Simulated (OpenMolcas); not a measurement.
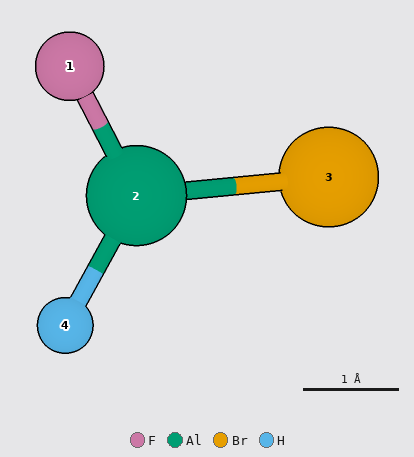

Fig. 1: The structure (ball-and-stick view, seen at an oblique angle; atoms are numbered from 1 in the order of the input). Sticks mark near contacts. Bond lengths as drawn: Al–Br 2.24 Å, Al–F 1.64 Å and Al–H 1.56 Å.

**Run report: AlHBrF, energy and gradient calculation (part 1 of 2)**

The run: energy and gradient calculation of AlHBrF, SMILES [F][AlH][Br]. Method and program: OPBE/cc-pVTZ-DK, RKS, BSS, C-PCM solvent acetonitrile (OpenMolcas 26.06).

The geometry comes from this level: PBE0-D4/def2-TZVP.

## The input
```
* AlBrFH Kohn-Sham DFT

&GATEWAY
 Coord
 4
 angstrom
 F        0.779100      -0.805100       1.280100
 Al       0.132300       0.076200       0.056400
 Br      -1.566600      -0.822700      -1.088000
 H        0.710500       1.491300      -0.268800
 Basis=cc-pVTZ-DK
 Group=NoSym
 RICD
 RBSS
 RF-Input
 PCM-Model
 Solvent=acetonitrile
 Conductor
 End of RF-Input

&SEWARD
 Expert
 GridInput
 Grid=SG1Grid
 End of Grid

&SCF
 KSDFT=OPBE
 PrOrbitals=1 2

&ALASKA
```

Hardware: 1 thread of Arm Neoverse V1, 24 GiB of memory available, shared host.

Run as:
```bash
export MOLCAS_MEM=1860
pymolcas calc.inp > calc.log
```

## Output
```
--- Start Module: gateway ---

                                              &GATEWAY

                       available to each process: 1.9 GB of memory, 1 thread

++    Symmetry information:
      ---------------------

                    Character Table for C1

                             E
                    a        1  x, y, xy, Rz, z, xz, Ry, yz, Rx, I
--

++    Basis set information:
      ----------------------

      Basis set label: F.CC-PVTZ-DK.........

      Electronic valence basis set:
      ------------------
      Associated Effective Charge   9.000000 au
      Associated Actual Charge      9.000000 au
      Nuclear Model: Point charge

      Shell  nPrim  nBasis  Cartesian Spherical Contaminant
         s      10       4        X
         p       5       3        X
         d       2       2                 X
         f       1       1                 X

      Basis set label: AL.CC-PVTZ-DK.........

      Electronic valence basis set:
      ------------------
      Associated Effective Charge  13.000000 au
      Associated Actual Charge     13.000000 au
      Nuclear Model: Point charge

      Shell  nPrim  nBasis  Cartesian Spherical Contaminant
         s      15       5        X
         p       9       4        X
         d       2       2                 X
         f       1       1                 X

      Basis set label: BR.CC-PVTZ-DK.........

      Electronic valence basis set:
      ------------------
      Associated Effective Charge  35.000000 au
      Associated Actual Charge     35.000000 au
      Nuclear Model: Point charge

      Shell  nPrim  nBasis  Cartesian Spherical Contaminant
         s      20       6        X
         p      13       5        X
         d       9       3                 X
         f       1       1                 X

      Basis set label: H.CC-PVTZ-DK.........

      Electronic valence basis set:
      ------------------
      Associated Effective Charge   1.000000 au
      Associated Actual Charge      1.000000 au
      Nuclear Model: Point charge

      Shell  nPrim  nBasis  Cartesian Spherical Contaminant
         s       5       3        X
         p       2       2        X
         d       1       1                 X
--

++    Molecular structure info:
      -------------------------

                    ************************************************
                    **** Cartesian Coordinates / bohr, angstrom ****
                    ************************************************

     Center  Label                x              y              z                     x              y              z
        1      F1               1.472286      -1.521419       2.419038              0.779100      -0.805100       1.280100
        2      AL2              0.250011       0.143997       0.106581              0.132300       0.076200       0.056400
        3      BR3             -2.960445      -1.554678      -2.056022             -1.566600      -0.822700      -1.088000
        4      H4               1.342650       2.818149      -0.507958              0.710500       1.491300      -0.268800

                    ***************************************
                    *    InterNuclear Distances / bohr    *
                    ***************************************

               1 F1            2 AL2           3 BR3           4 H4
    1 F1       0.000000
    2 AL2      3.100811        0.000000
    3 BR3      6.298918        4.227218        0.000000
    4 H4       5.236025        2.953406        6.327301        0.000000

                    *******************************************
                    *    InterNuclear Distances / angstrom    *
                    *******************************************

               1 F1            2 AL2           3 BR3           4 H4
    1 F1       0.000000
    2 AL2      1.640878        0.000000
    3 BR3      3.333244        2.236947        0.000000
    4 H4       2.770785        1.562875        3.348264        0.000000
--

            Nuclear Potential Energy            207.02860080 au

--- Stop Module: gateway /rc=_RC_ALL_IS_WELL_ ---
--- Module gateway spent 2 seconds ---

--- Start Module: seward ---

                                              &SEWARD

                       available to each process: 1.9 GB of memory, 1 thread

 ###############################################################################
 ###    WARNING:  EXPERT option is ON!                                       ###
 ###############################################################################
               SEWARD will generate:
                  Multipole Moment integrals up to order  2
                  Kinetic Energy integrals
                  Nuclear Attraction integrals (point charge)
                  One-Electron Hamiltonian integrals
                  Velocity integrals
                  Relativistic BSS integrals
                  Reaction Field integrals (PCM)
                  Orbital angular momentum around ( -1.5691  -1.1506  -0.9049 )
                  Velocity quadrupole around ( -1.5691  -1.1506  -0.9049 )
                  RI decomposed two-electron repulsion integrals stored Cholesky style
                   - acCD auxiliary basis
                   - CD Threshold:   1.00E-04

                   Integrals are discarded if absolute value <: 1.00E-14
                   Integral cutoff threshold is set to       <: 1.00E-16

            Nuclear Potential Energy            207.02860080 au

      Basis set specifications :
      Symmetry species         a
      Basis functions          121

--- Stop Module: seward /rc=_RC_ALL_IS_WELL_ ---
--- Module seward spent 2 seconds ---

--- Start Module: scf ---

                                                &SCF

                       available to each process: 1.9 GB of memory, 1 thread

++    Input section:
      --------------

      Header of the integral files:

      Cartesian coordinates in angstrom:
      -----------------------------------------------------
      No.  Label        X            Y            Z
      -----------------------------------------------------
       1   F1         0.77910000  -0.80510000   1.28010000
       2   AL2        0.13230000   0.07620000   0.05640000
       3   BR3       -1.56660000  -0.82270000  -1.08800000
       4   H4         0.71050000   1.49130000  -0.26880000
      -----------------------------------------------------
      Nuclear repulsion energy =  207.02860080
--

++    Orbital specifications:
      -----------------------

      Symmetry species               1
                                     a
      Frozen orbitals                0
      Occupied orbitals             29
      Secondary orbitals            92
      Deleted orbitals               0
      Total number of orbitals     121
      Number of basis functions    121
--

      Molecular charge                           0.000

      Polarizable Continuum Model (PCM) activated
      Solvent: acetonitrile
      Version: Conductor
      Average area for surface element on the cavity boundary: 0.4000 angstrom^2
      Minimum radius for added spheres: 0.2000 angstrom
      Calculation type: equilibrium

      Numerical integration parameters
      --------------------------------
      Radial quadrature type:                         MHL
      Size of radial grid:                            50
      Lebedev angular grid:                           23
      Angular grid pruned with the crowding factor:  1.00E+00
                                 and fading factor:  5.00E+00
      Screening threshold for integral computation:   1.00E-11
      Radial quadrature accuracy:                     1.00E-25
      Maximum batch size:                             128
      AO values are stored on disk
      The same grid will be used for all iterations.

      DFT functional specifications
      -----------------------------
      Using Libxc version: 6.2.2
      Please cite the following reference:
      S. Lehtola, C. Steigemann, M. J.T. Oliveira, and M. A.L. Marques.,  SoftwareX 7, 1–5 (2018) doi:10.1016/j.softx.2017.11.002

      * Handy & Cohen OPTX 01
        - N. C. Handy and A. J. Cohen.,  Mol. Phys. 99, 403 (2001) doi:10.1080/00268970010018431
      * Perdew, Burke & Ernzerhof
        - J. P. Perdew, K. Burke, and M. Ernzerhof.,  Phys. Rev. Lett. 77, 3865 (1996) doi:10.1103/PhysRevLett.77.3865
        - J. P. Perdew, K. Burke, and M. Ernzerhof.,  Phys. Rev. Lett. 78, 1396 (1997) doi:10.1103/PhysRevLett.78.1396

++    Optimization specifications:
      ----------------------------

      SCF Algorithm: LK-RI/DF
      LK screening threshold:                     4.50E-02
      Local-Exchange (LK) algorithm.
       - the density matrix is decomposed
      D(i)-D(i-1) density differences are used
      Number of density matrices in core                 5
      Maximum number of NDDO SCF iterations            400
      Maximum number of HF SCF iterations              400
      Threshold for SCF energy change             1.00E-09
      Threshold for density matrix                1.00E-04
      Threshold for Fock matrix                   1.50E-04
      Threshold for linear dependence             1.00E-09
      Threshold at which DIIS is turned on        1.50E-01
      Maximum depth in the DIIS procedure                5
      Maximum depth in the BFGS Hessian update          30
      Threshold at which QNR/C2DIIS is turned on  7.50E-02
      Threshold for Norm(delta) (QNR/C2DIIS)      1.00E-03
      All orbitals punched on: SCFORB
--

      Input vectors read from INPORB
      Orbital file label: *Guess orbitals

++ Convergence information
                                   OPBE       iterations: Energy and convergence statistics

Iter     Tot. OPBE       One-elec.       Two-elec.     Energy      Max Dij or  Max Fij      DNorm      TNorm      AccCon     Time
         Energy          Energy          Energy        Change      Delta Norm                                                in Sec.

 The total and one-electron energies are shifted by a value of      2000. a.u.

   1  -951.548585648 -2003.679531374  1164.608276845   0.00E+00    4.36E-01*   2.50E-01*    1.09E+01   3.10E+02   None         1.
   2  -951.899334442 -2008.881931455  1169.459928132  -3.51E-01*   4.67E-01*   1.41E-01*    5.55E+00   3.11E+02   EDIIS        1.
   3  -951.839250874 -2007.425604274  1168.063684519   6.01E-02*   1.18E-01*   1.13E-01*    4.08E+00   3.10E+02   EDIIS        1.
   4  -952.300669529 -2006.342939850  1166.519601440  -4.61E-01*   6.04E-02*   1.21E-02*    1.19E+00   3.10E+02   c2DIIS       0.
   5  -952.301440214 -2008.148966538  1168.324857443  -7.71E-04*   9.23E-02*   1.38E-02*    8.10E-01   3.11E+02   QNRc2DIIS    1.
   6  -952.300771460 -2006.707858027  1166.884417687   6.69E-04*   4.73E-02*   1.57E-02*    6.55E-01   3.10E+02   QNRc2DIIS    0.
   7  -952.305679750 -2007.157465462  1167.329116831  -4.91E-03*   5.91E-03*   3.79E-03*    3.03E-01   3.10E+02   QNRc2DIIS    0.
   8  -952.305790937 -2007.325315179  1167.496855361  -1.11E-04*   1.24E-03*   3.22E-04*    3.92E-02   3.10E+02   QNRc2DIIS    0.
   9  -952.305793461 -2007.348602769  1167.520140428  -2.52E-06*   5.64E-04    8.47E-05     9.43E-03   3.10E+02   QNRc2DIIS    1.
  10  -952.305793473 -2007.324025457  1167.495563103  -1.16E-08*   2.22E-04    1.28E-04     3.90E-03   3.10E+02   QNRc2DIIS    1.
  11  -952.305793635 -2007.337473065  1167.509010550  -1.62E-07*   4.94E-05    1.09E-05     1.64E-03   3.10E+02   QNRc2DIIS    1.
  12  -952.305793637 -2007.337289852  1167.508827334  -2.41E-09*   2.89E-05    6.09E-06     4.16E-04   3.10E+02   QNRc2DIIS    0.
  13  -952.305793637 -2007.337169469  1167.508706951  -3.82E-10    3.76E-06    1.27E-06     1.45E-04   3.10E+02   QNRc2DIIS    0.

       Convergence after  13 Iterations
--

 *****************************************************************************************************************************
 *                                             SCF/KS-DFT Program, Final results                                             *
 *                                                       Final Results                                                       *
 *****************************************************************************************************************************

::    Total KS-DFT energy                           -2952.3057936374
      One-electron energy                           -4007.3371694687
      Two-electron energy                            1167.5087069506
      Nuclear repulsion energy                       -112.4773311192
      Kinetic energy (interpolated)                  3141.8579501381
      Virial theorem                                    0.9396687694
      Total spin, S(S+1)                                0.0000000000
      Total spin, S                                     0.0000000000
      Max non-diagonal density matrix element           0.0000035143
      Max non-diagonal Fock matrix element              0.0000003573

      All orbitals with orbital energies smaller than  E(LUMO)+0.5 are printed

++    Molecular orbitals:
      -------------------

      Title: RKS-DFT orbitals

      Molecular orbitals for symmetry species 1: a
```
